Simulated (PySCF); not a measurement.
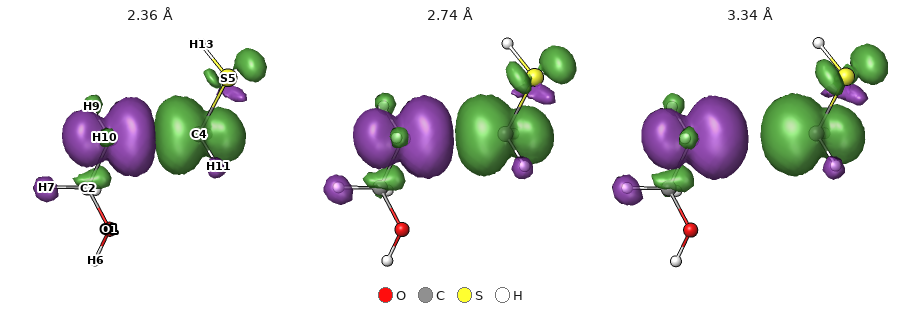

C3H8OS, SMILES `OCCCS`. Rigid stretch of the C3–C4 bond. Broken-symmetry UHF spin density at ±0.03 e/Å³ (purple: α, green: β).

Level of theory: 6-31G* basis (PySCF), at a geometry from GFN2-xTB. No frequency check shows the geometry to be a minimum. GFN2-xTB bond lengths at metals and heavier atoms can be off by up to 0.1 Å and shapes distorted, which carries into these values.

Input

```python
import numpy as np
from pyscf import gto, scf, mcscf

mol = gto.M(atom='''
O      2.32768     0.75188     0.24450
C      1.89489    -0.51949    -0.18519
C      0.44305    -0.71324     0.24577
C     -0.46446     0.29681    -0.43648
S     -2.19486     0.15946     0.12410
H      3.24911     0.87518    -0.00318
H      2.51317    -1.30983     0.26427
H      1.97065    -0.60149    -1.28006
H      0.13373    -1.73110    -0.00234
H      0.37837    -0.58102     1.32667
H     -0.15831     1.30925    -0.17870
H     -0.45001     0.18080    -1.52080
H     -2.38120    -1.09267    -0.29210
''', basis='6-31g*', charge=0, spin=0, verbose=4)
# stretch the bond between atoms 3 and 4, from long to short, fragments rigid
a, b, move = 2, 3, [3, 4, 10, 11, 12]
xyz = mol.atom_coords(unit='Angstrom')
u = xyz[b] - xyz[a]
r0 = np.linalg.norm(u)
rows, last, dm_u = [], None, None
for r in [4.26, 3.34, 2.74, 2.36, 2.05, 1.82, 1.67, 1.52, 1.4]:
    new = xyz.copy()
    new[move] += u / r0 * (r - r0)
    m = mol.set_geom_(new, unit='Angstrom', inplace=False)
    rhf = scf.RHF(m).density_fit(auxbasis='def2-universal-jkfit').run()
    uhf = scf.UHF(m).density_fit(auxbasis='def2-universal-jkfit').newton()
    if dm_u is None:
        c = rhf.mo_coeff
        h = m.nelectron // 2 - 1
        ca, cb = c.copy(), c.copy()
        ca[:, h], cb[:, h] = (c[:, h] + c[:, h + 1]) / 2**.5, (c[:, h] - c[:, h + 1]) / 2**.5
        dm_u = np.array([x[:, :h + 1] @ x[:, :h + 1].T for x in (ca, cb)])
    uhf.kernel(dm0=dm_u)
    for _ in range(3):
        c, _, stable, _ = uhf.stability(return_status=True)
        if stable:
            break
        uhf.kernel(c, uhf.mo_occ)
    dm_u = uhf.make_rdm1()
    mc = mcscf.CASSCF(rhf, 2, 2)
    mc.natorb = True
    mc.fix_spin_(ss=0)
    guess = mcscf.addons.make_natural_orbitals(uhf)[1] if last is None else mcscf.project_init_guess(mc, last.mo_coeff, last.mol)
    mc.kernel(guess)
    last = mc
    act = slice(mc.ncore, mc.ncore + mc.ncas)
    print('r %.3f  RHF %.6f  UHF %.6f  <S^2> %.3f  CASSCF %.6f  occupations' % (r, rhf.e_tot, uhf.e_tot, uhf.spin_square()[0], mc.e_tot), mc.mo_occ[act].round(4))
    rows.append((new, rhf.e_tot, uhf.e_tot, uhf.spin_square()[0], mc.e_tot, mc.mo_occ[act], mc.mo_coeff[:, act], dm_u[0] - dm_u[1], rhf.converged and uhf.converged and mc.converged))
    np.savez('result.npz', **{k: [row[i] for row in rows] for i, k in enumerate('xyz rhf uhf s2 cas occ c spin ok'.split())})
```

Launched as:

```sh
OMP_NUM_THREADS=1 python input.py
```

The run took 5.6 min on 1 thread of Arm Neoverse V2 (shared host), peak memory 0.53 GiB.

Question: How does the broken-symmetry solution share the spin, and how far is it from a pure singlet?

Answer: At 3.34 Å excess α spin lies mostly on C3 and excess β on C4; the two could be swapped at no cost. ⟨S²⟩ is 0.59 at 2.36 Å, 0.88 at 2.74 Å and 1.00 at 3.34 Å, against 0 for a pure singlet and 1 for an equal mix of singlet and triplet.

Question: Where does the UHF solution part from RHF?

Answer: Between 2.05 Å (⟨S²⟩ = 0, the two coincide) and 2.36 Å (⟨S²⟩ = 0.59); at 4.26 Å ⟨S²⟩ is 1.02 and UHF lies 4.9 eV below RHF.

Question: How much energy does the stretch cost?

Answer: By CASSCF, 4.0 eV from the lowest point of the scan (1.52 Å) to 4.26 Å; RHF gives 8.4 eV from its own lowest point. The fragments aren't relaxed and dynamic correlation is missing, so this isn't a bond dissociation energy.
